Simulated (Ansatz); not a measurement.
# A hypothetical structure for LuPOs, part 2 of 2

This structure for LuPOs is made up. Its elements were placed in a known structure type with a cell scaled to their sizes. What cell does the guess relax to, and how far off was it?

Ansatz 0.2.0; DFT, PBEsol, plane-wave PAW, files of the set soft_1, scalar-relativistic, no spin, cell and ions relaxed at zero pressure; PAW set soft_1 (the session's first sound run).

So far: Starting point; Relaxing cell and atoms. The relaxed cell has a = 3.925, c = 8.034 Å (conventional setting).

### 3. Electronic structure of the relaxed cell

With the geometry fixed, one more self-consistent run, with a narrower smearing and the mesh shown in its input, gives the bands, and its pressure, and its forces where symmetry allows any, show how far the geometry depends on these settings.

This step: DFT, PBEsol, plane-wave PAW, files of the set soft_1, scalar-relativistic, no spin, bands and density of states at the relaxed cell; PAW set soft_1 (Ansatz 0.2.0).

Contents of input.yaml:

```yaml
crystal:
  lattice:
    - [3.9247298657, 0.0, 0.0]
    - [-1.9623649328, 3.3989157667, 0.0]
    - [0.0, 0.0, 8.0339792276]
  atoms:
    - { symbol: Os, position: [0.3333333333, 0.6666666667, 0.2640666576] }
    - { symbol: Os, position: [0.6666666667, 0.3333333333, 0.7640666576] }
    - { symbol: Lu, position: [0.0, 0.0, 1.0140683256] }
    - { symbol: Lu, position: [0.0, 0.0, 0.5140683256] }
    - { symbol: P, position: [0.6666666667, 0.3333333333, 0.2640650168] }
    - { symbol: P, position: [0.3333333333, 0.6666666667, 0.7640650168] }
kpoints:
  mp_grid: { grid: [10, 10, 4] }
  band_path:
    path:
      - [[0.0, 0.0, 0.0], [0.5, 0.0, 0.0], [0.33333333, 0.33333333, 0.0], [0.0, 0.0, 0.0], [0.0, 0.0, 0.5], [0.5, 0.0, 0.5], [0.33333333, 0.33333333, 0.5], [0.0, 0.0, 0.5]]
      - [[0.5, 0.0, 0.5], [0.5, 0.0, 0.0]]
      - [[0.33333333, 0.33333333, 0.0], [0.33333333, 0.33333333, 0.5]]
    npoints: 8
scf:
  occupations: { method: fermi_dirac, width: 0.03 }
  n_extra_bands: 10
hamiltonian:
  xc: pbesol
  pseudopotentials: { kind: paw, azcp: { folder: soft_1 }, xc_functional: pbe }
output:
  forces: true
  stress: true
  write_bands: true
  dos: { projected: true }
  write_density: true
  write_potential: true
  elf: true
  volumetric_format: npy
```

Run with:

```
$ ansatz run input.yaml --threads 4 --pin off --max-ram 10240MiB --backend cpu --events-out ev --progress --plain --runs-dir out
```

Numbers of over 12 decimals in the logs are rounded to 6 here.

What it wrote:

```text
Warning: the atoms were moved onto the symmetric positions of the space group found under crystal.symmetry.tolerance 1.0e-5 (fractional; no operation is sought that the atoms, as they stand in a round, miss by more than twice it, and no atom is moved by as much as it), and the run uses the moved positions. Before a round's move an operation carried an atom to 2.67e-5 Å from where it should land, the largest such dist [...]
Lu: projections on atomic orbitals take those of the free atom [Kr 4d10] 4f14 5s2 5p6 5d1 6s2, of charge +0.00 (hamiltonian.pseudopotentials.projection_atoms); the dataset's partial waves leave at most 4.6e-5 of an orbital's norm unspanned inside its sphere
[...]
Crystal: 6 atoms, lattice volume = 107.172 Å³
Basis set: ecut = 420 eV, 2091 PW (Γ), exchange–correlation on 54×54×108 points (8 copies of the dense FFT grid, shifted against one another)
Bands: 56, of which v1, the nominal top of the filled ones, is band 46 counted from 1 (45 counted from 0)
Symmetry: 24 space group operations
[...]
k-points: 42 of 400
[...]
SCF iter   1: F=—  HF=-53216.423134 eV  |F-HF|=—  |Δ(HF+E_count)|=         —  Δρ=9.65e-2  dr2=1.59e1  ethr=3.10e-3  ⟨swp⟩=7.8  Hψ=11002  notcnv=0  defer=2
[...]
SCF iter  10: F=-53213.241901 eV  HF=-53213.241901 eV  |F-HF|=1.13e-8  |Δ(HF+E_count)|=   4.09e-8  Δρ=2.77e-6  dr2=1.60e-8  ethr=1.09e-10  ⟨swp⟩=23.4  Hψ=28778  notcnv=0
SCF 1 converged in 10 iterations: F = -53213.241901 eV  dr2 = 1.60e-8
  Residual-converged pass: ⟨swp⟩=1.1  Hψ=2524  notcnv=0  max |occ|·‖R‖ = 7.0e-9 eV (tolerance 1.0e-8 eV)  dr2=1.60e-8  dr2_onsite=3.19e-9  max |Δocc| = 2.0e-11
[...]
NSCF: frozen V_eff on 75 k-points
SCF converged after 10 iterations
Free energy (F): -53213.241901 eV
[...]
Internal energy: -53213.229545 eV  (E = F + TS)
E sigma→0 (E₀):  -53213.235723 eV
Entropy (-TS):   -0.012355 eV (-2.059 meV/atom)
Fermi energy:    16.885915 eV
[...]
--- Stress (GPa, compression-positive) ---
       -0.424834      -0.000000      -0.000000
       -0.000000      -0.424834      -0.000000
       -0.000000      -0.000000       0.409699
  P = ⅓ Tr σ = -0.1467 GPa (-1.467 kbar)
--- Band table (eV; the first three rows and the last of 42) ---
  k-point 0: bands = [... 42 lower, 15.5767, 16.0011, 17.5769, 17.8422, 17.8422, 19.3577, 19.3701, 19.3701, ... 6 higher]
  k-point 1: bands = [... 42 lower, 15.3015, 15.9410, 17.7786, 18.2928, 18.2928, 18.6852, 19.5481, 19.5481, ... 6 higher]
  k-point 2: bands = [... 42 lower, 15.5945, 15.5945, 18.1582, 18.1582, 19.2484, 19.2484, 19.2484, 19.2484, ... 6 higher]
  k-point 41: bands = [... 42 lower, 15.0152, 15.0152, 16.2869, 16.2869, 17.2376, 17.2376, 18.3607, 18.3607, ... 6 higher]
```

The job ended after 12 s (4 threads of Arm Neoverse V1, shared host; peak memory 0.64 GiB; 47 s of CPU time).

Reading the cycles: dr2 is the Hartree energy of the density residual (eV), the measure of convergence; HF is the Harris–Foulkes estimate of the energy, which meets the free energy F at convergence.

Numbers from this step:

* free energy: -53213.2419 eV
* energy at zero smearing: -53213.2357 eV
* smearing term TS: 0.01236 eV
* Fermi energy: 16.89 eV
* symmetry operations: 24
* pressure: -0.1467 GPa

bands.tsv at the labelled points (eV, zero at the Fermi level; the bands that come nearest the Fermi level along the path):

```tsv
point	band 43	band 44	band 45	band 46	band 47	band 48	band 49	band 50
Γ	-1.31	-0.88	0.69	0.96	0.96	2.47	2.48	2.48
M	-1.92	-1.75	-1.39	-0.47	-0.19	0.14	0.39	2.27
K	-2.01	-1.86	-0.57	-0.57	-0.03	-0.03	2.18	2.18
Γ	-1.31	-0.88	0.69	0.96	0.96	2.47	2.48	2.48
A	-1.29	-1.29	1.27	1.27	2.36	2.36	2.36	2.36
L	-1.73	-1.73	-0.73	-0.73	-0.29	-0.29	1.18	1.18
H	-1.92	-1.92	-0.63	-0.63	0.44	0.44	1.48	1.48
A	-1.29	-1.29	1.27	1.27	2.36	2.36	2.36	2.36
L	-1.73	-1.73	-0.73	-0.73	-0.29	-0.29	1.18	1.18
M	-1.92	-1.75	-1.39	-0.47	-0.19	0.14	0.39	2.27
K	-2.01	-1.86	-0.57	-0.57	-0.03	-0.03	2.18	2.18
H	-1.92	-1.92	-0.63	-0.63	0.44	0.44	1.48	1.48
```

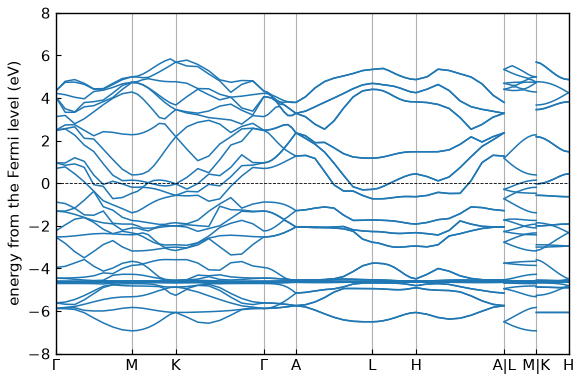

Bands along the path. 18 bands lie wholly below the window drawn.

States per cell as run, both spins, in windows of 1 eV, from dos.tsv (zero at the Fermi level):

```csv
from,to,total
-8,-7,0.00
-7,-6,3.59
-6,-5,3.54
-5,-4,31.70
-4,-3,1.60
-3,-2,6.48
-2,-1,4.79
-1,0,4.25
0,1,3.43
1,2,2.94
2,3,2.26
```

Below -8 eV lie 36.0 more states.

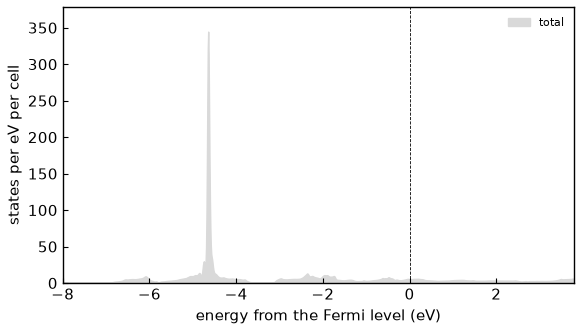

Total density of states, smoothed over about 0.04 eV.

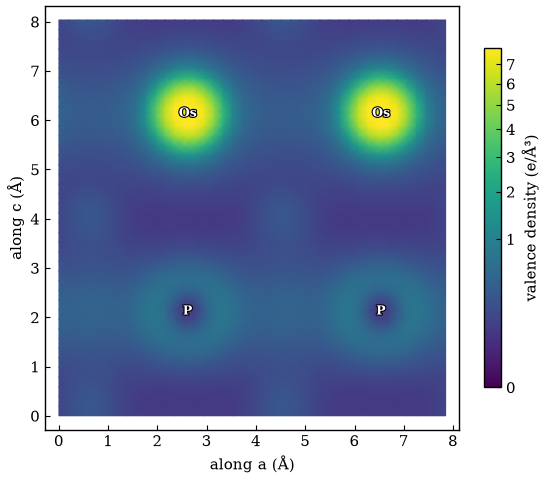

Valence density in the ac plane at fractional y = 0.333, with atoms of Os and P within 0.2 Å of it. It is the smooth field of the valence electrons, not physical close to the nuclei. The colour scale is stretched toward low values.

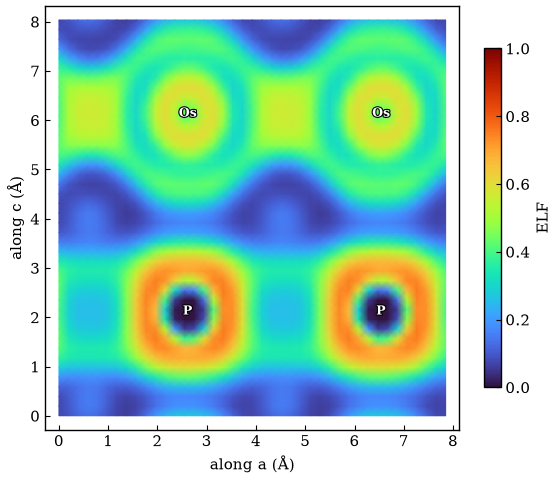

ELF in the ac plane at fractional y = 0.333, with atoms of Os and P within 0.2 Å of it. It is the smooth field of the valence electrons, not physical close to the nuclei.

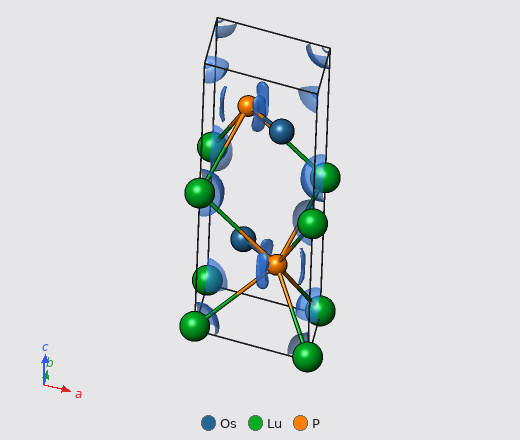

Surface of ELF = 0.79. Bonds to atoms that aren't drawn are left out.

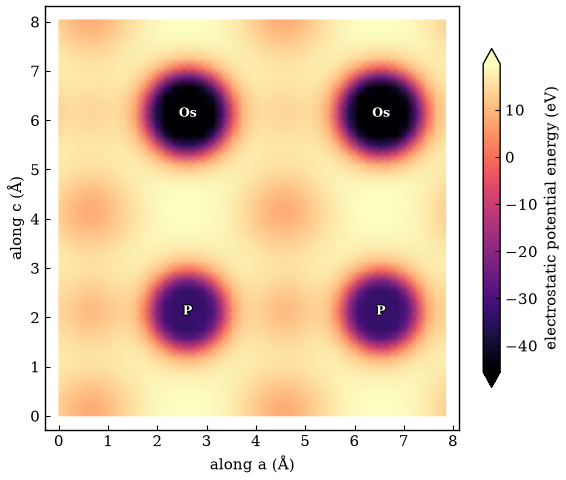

Electrostatic potential energy in the ac plane at fractional y = 0.333, with atoms of Os and P within 0.2 Å of it. With pseudopotentials it is smooth inside the atoms' cores, unlike the true potential.

### 4. Results

* space group, relaxed: P6_3/mmc
* conventional cell: a = 3.925, b = 3.925, c = 8.034 Å; α = 90.0°, β = 90.0°, γ = 120.0°
* volume per atom: 17.86 Å³ (guess 18.62)

**Reading.** LuPOs relaxes to P6_3/mmc with a = 3.925, b = 3.925 and c = 8.034 Å. The guessed volume was 4 % too large. The symmetry rose from P6_3mc to P6_3/mmc, so the distortion of the structure type doesn't survive with these elements. Bands cross the Fermi level, so it is a metal or semimetal at this level. On the 10×10×4 mesh with the narrower smearing (relaxed on 7×7×4) the forces vanish, as symmetry may demand, and the largest stress component is 0.425 GPa, against the relaxation's thresholds of 0.015 eV/Å and 0.05 GPa. The cutoff wasn't tested. A vector of the cell changed its length by 15 %, more than the volume shows. Spin-orbit coupling is left out, which can matter for elements this heavy. No dispersion term is used, so weakly bound directions may come out too long. The runs have no spin, and magnetism wasn't tested. Nothing here tests whether the compound is stable against decomposition.

[Logs are printed without paths, hosts, clocks, repeated set-up lines and the standing remarks that a program may print on its own settings, such as how far it seeks lower states.]

[Hosts, paths, dates, database ids (printed as entryN), source tags and the programs' standing remarks are cut or masked in the printed files.]
